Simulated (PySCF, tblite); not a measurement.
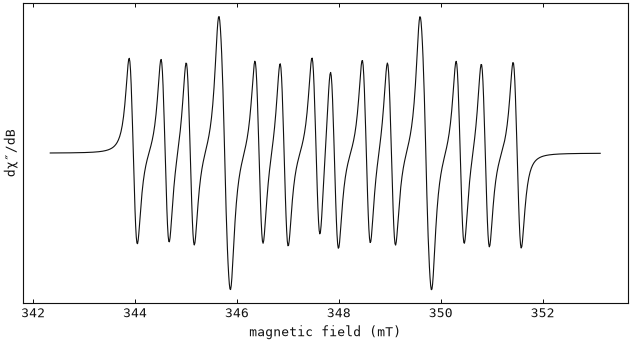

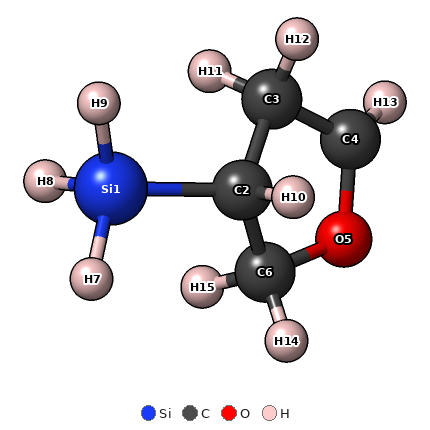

First-order isotropic EPR spectrum (fast tumbling, first derivative) of C₄H₉OSi, SMILES [SiH3][C@@H]1C[CH]OC1, doublet at 9.75 GHz, Lorentzian lines of 0.20 mT full width at half height, from computed g and hyperfine couplings (B3LYP/pcH-1, PySCF 2.14.0, at a GFN2-xTB geometry (a minimum by its frequencies), gas phase); values of one conformer, averaged over methyl-type rotors alone; other conformers aren't averaged in; no vibrational averaging; dilute isotopes left out. The SMILES is one Lewis form and needn't show where the spin sits.

Question: Which couplings does the calculation give? The spectrum shows the sizes of those above the line width, not their signs.

Answer:
```tsv
nuclei	isotope	a (mT)	a (MHz)
H11	¹H	3.95	110.7
H12	¹H	1.84	51.5
H13	¹H	−1.10	−30.9
H15	¹H	0.62	17.3
H10	¹H	−0.05	−1.5
H14	¹H	0.03	0.7
```

Question: What is the g value, and how wide is the spectrum?

Answer: g_iso = 2.0033, which centres the spectrum at 347.7 mT; it spans 7.6 mT.

Note: the tight-binding geometry is rougher than a DFT one and adds to the error.
